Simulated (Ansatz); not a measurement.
**Hypothetical zinc blende KF, pressure series**

Consider KF in the zinc blende structure (space group F-43m, No. 216; a = 5.950 Å; a hypothetical phase, not in the database extracts checked).

Cell and atoms are relaxed at each pressure.

Levels (all Ansatz, a quantum-chemistry and plane-wave program, PAW): PBE (420 eV, scalar-relativistic without spin-orbit coupling); r2SCAN (500 eV, spin-orbit coupling left out).

The base cell above is that of PBE; each level relaxes its own structures.

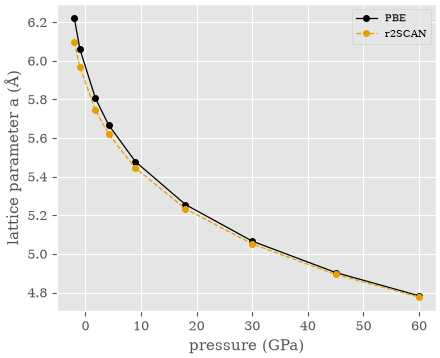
Figure: Lattice parameter a under two levels

Question: How do the two levels compare along the series?

Answer: PBE lies above r2SCAN in every row, by 0.013 bohr to 0.237 bohr. They put the cases in the same order.

Load acts through the strain it causes; cell and atoms are relaxed under it. No phonon test of stability was made. Competing high-pressure phases were not computed.
